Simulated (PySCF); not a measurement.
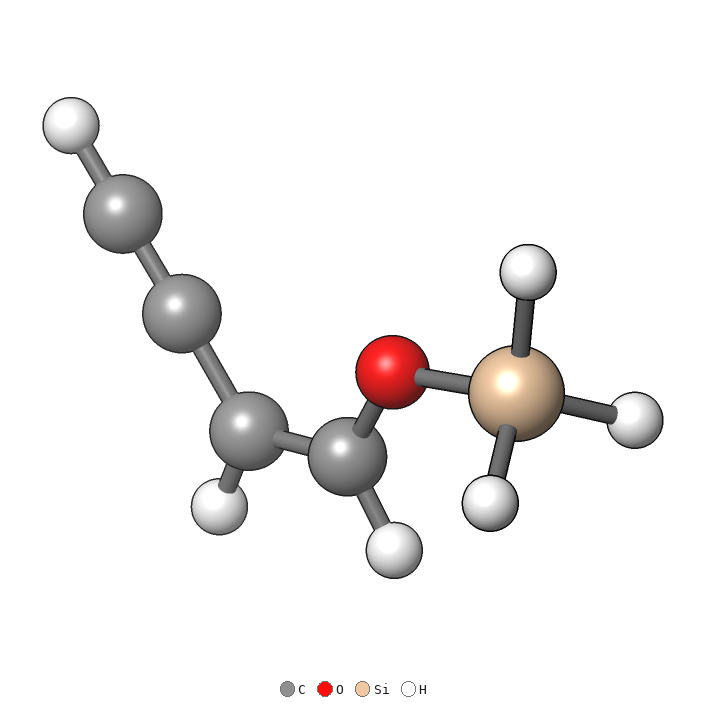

The computed structure is the end point of a PBE0-D3(BJ)/def2-SVP optimisation. No frequency run is at hand to confirm it as a minimum. Program: PySCF 2.14.0.

Compare HOMO–LUMO gap (eV), HOMO energy (eV), lowest singlet excitation (eV) at these levels: CAM-B3LYP/def2-SVPD; LC-wPBE/def2-SVPD; PBE0/6-31G*; PBE0/def2-SVP; PBE0/def2-TZVP; ωB97X-D/def2-SVPD.

| level | HOMO–LUMO gap (eV) | HOMO energy (eV) | lowest singlet excitation (eV) |
| --- | --- | --- | --- |
| CAM-B3LYP/def2-SVPD | 8.15 | −7.72 | 5.42 |
| LC-wPBE/def2-SVPD | 10.55 | −9.02 | 5.60 |
| PBE0/6-31G* | 5.99 | −6.11 | 5.26 |
| PBE0/def2-SVP | 5.92 | −6.36 | 5.46 |
| PBE0/def2-TZVP | 5.85 | −6.46 | 5.26 |
| ωB97X-D/def2-SVPD | 9.35 | −8.25 | 5.45 |
